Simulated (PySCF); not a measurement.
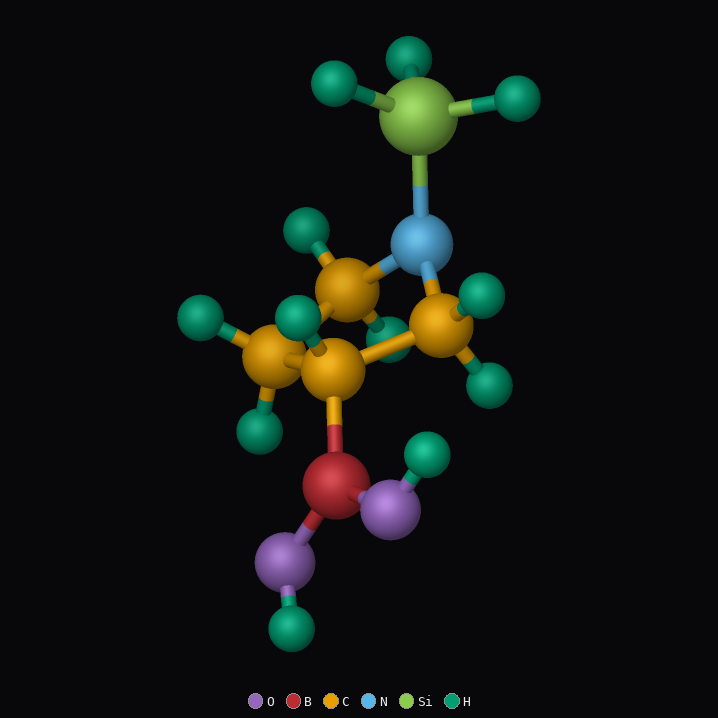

A ball-and-stick model of a molecule.

Computed geometry: GFN2-xTB optimisation. No frequency run is at hand to confirm it as a minimum.

Description:

The molecule is C4H12BNO2Si. As SMILES it reads `OB(O)[C@@H]1CCN([SiH3])C1`. Independent rings (smallest set): 1 of 5 members. Among its groups: Si–H bond, Si–N bond. The point group is C1. Coordination, clear cases only: 2 O bent; 1 B trigonal planar; 4 C tetrahedral; 1 Si tetrahedral.

The parts below concern this one geometry. Atoms keep their numbers from picture to picture.

**Geometry**

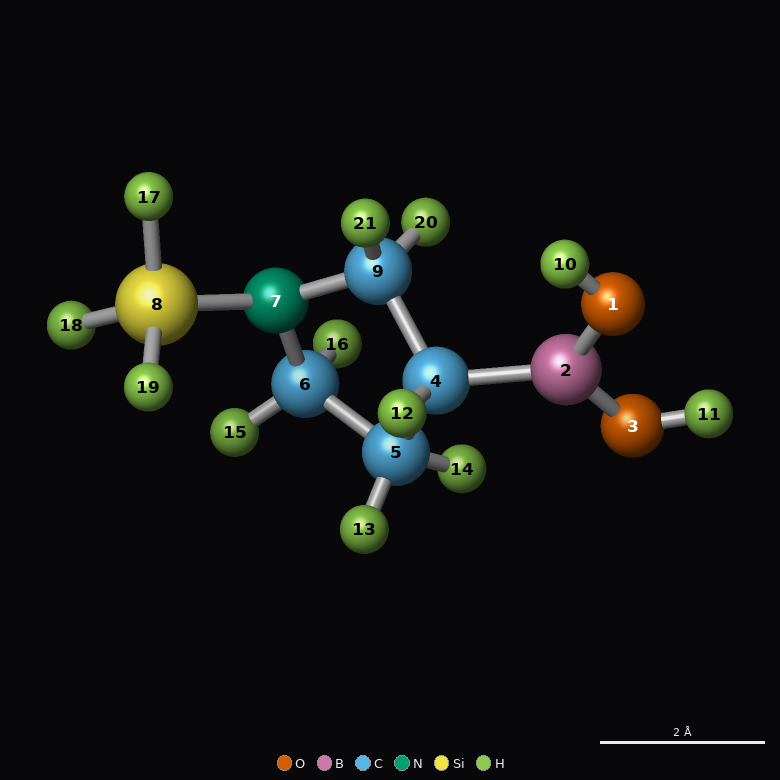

No frequency run is at hand to confirm it as a minimum.

Which atoms are bonded, and how long are the bonds? Leave out bonds to hydrogen.

| bond | length (Å) | order |
| --- | --- | --- |
| O1–B2 | 1.363 | single |
| B2–O3 | 1.346 | single |
| B2–C4 | 1.604 | single |
| C4–C5 | 1.544 | single |
| C4–C9 | 1.546 | single |
| C5–C6 | 1.542 | single |
| C6–N7 | 1.448 | single |
| N7–Si8 | 1.716 | single |
| N7–C9 | 1.444 | single |

**Ring current**

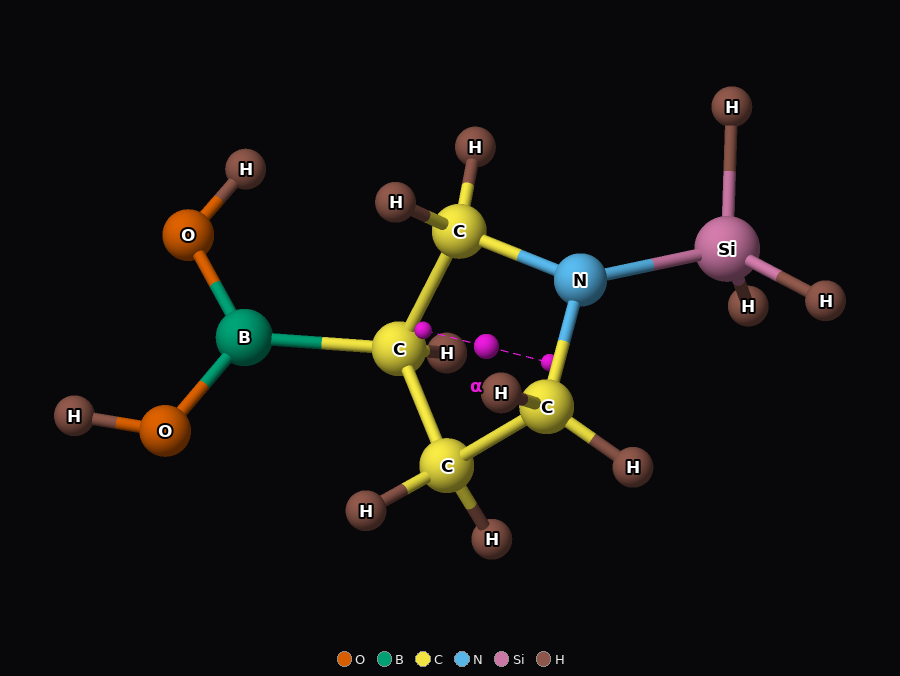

The small points mark where nucleus-independent chemical shifts (NICS) were computed: at the centre of each lettered ring and 1 Å above and below it. No frequency run is at hand to confirm it as a minimum. Level of theory: GIAO PBE0/pcSseg-1 NMR shielding, non-relativistic, gas phase (PySCF 2.14.0).

Give NICS(0), NICS(1) and the out-of-plane component NICS(1)zz for each ring (means of the two sides).

```csv
ring,members,NICS(0),NICS(1),NICS(1)zz
α,C4N,−6.6,−4.2,−5.7
```

Values in ppm.

> What do the values say about the ring currents?

Ring α: weak, as in a non-aromatic ring. NICS is one index among several.

**Electronic properties**

No frequency run is at hand to confirm it as a minimum. Level of theory: PBE0/pcSseg-1, gas phase (PySCF 2.14.0).

Predict the main results.

- dipole moment: 1.33 D
- HOMO energy (Kohn–Sham orbital): −6.37 eV
- LUMO energy (Kohn–Sham orbital): 0.49 eV
- HOMO–LUMO gap: 6.87 eV

**Quadrupole coupling**

No frequency run is at hand to confirm it as a minimum. Electric field gradients from the ground-state density, PBE0/pcSseg-1 (PySCF 2.14.0), non-relativistic apart from any core potentials.

Give the largest field-gradient component, the quadrupole coupling constant and the asymmetry for 17O at O1 (Q = −25.6 mb), 11B at B2 (Q = 40.59 mb), 17O at O3 (Q = −25.6 mb), 14N at N7 (Q = 20.44 mb).

| atom | V_zz (a.u.) | e²qQ/h (MHz) | η |
| --- | --- | --- | --- |
| O1 | 1.422 | −8.55 | 0.18 |
| B2 | 0.360 | 3.43 | 0.37 |
| O3 | 1.385 | −8.33 | 0.09 |
| N7 | −1.071 | −5.14 | 0.35 |

The geometry is semi-empirical. Around B, Si such bond lengths and angles can be off by a tenth of an ångström or more and by several degrees, and values that hang on the shape move with them.
